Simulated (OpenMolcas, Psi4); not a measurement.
**InSiNH6 (SMILES N[SiH2][InH2]): the HOMO–LUMO gap, rung by rung**

InSiNH6 has 9 atoms, charge 0, and is taken as a singlet. As SMILES, `N[SiH2][InH2]`. The coordinates come from a PBE0-D4/def2-TZVP relaxation. This is one conformer, not always the lowest.

Each level gives the HOMO–LUMO gap (eV). The values are calculated.

```
                                             level                    kind     program  value (eV)
                      HF/def2-SVP (core potential)            Hartree–Fock  OpenMolcas       10.02
                  revPBE/def2-SVP (core potential)                     GGA  OpenMolcas        3.01
                   M06-L/def2-SVP (core potential)                meta-GGA  OpenMolcas        3.58
                    TPSS/def2-SVP (core potential)                meta-GGA  OpenMolcas        3.22
                  r2SCAN/def2-SVP (core potential)                meta-GGA  OpenMolcas        3.48
                  M06-2X/def2-SVP (core potential)         hybrid meta-GGA  OpenMolcas        6.45
wB97X-D/def2-SVP (density fitting, core potential)  range-separated hybrid        Psi4        8.31
                  B2PLYP/def2-SVP (core potential)           double hybrid  OpenMolcas        6.82
```

The values span 3.01 to 10.02 eV. Orbital gaps aren't excitation energies, and those of double hybrids come from the SCF part alone; they tend to grow with the share of exact exchange.

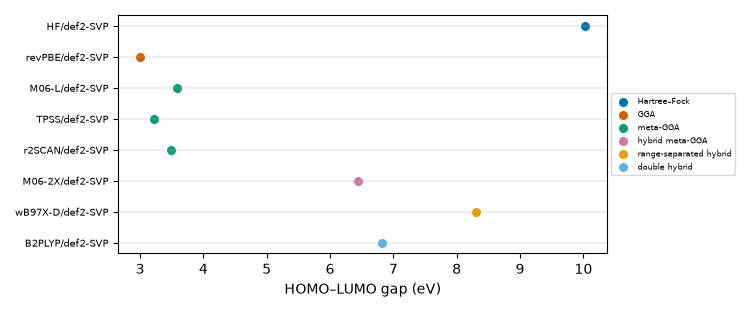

The values of the table, level by level.
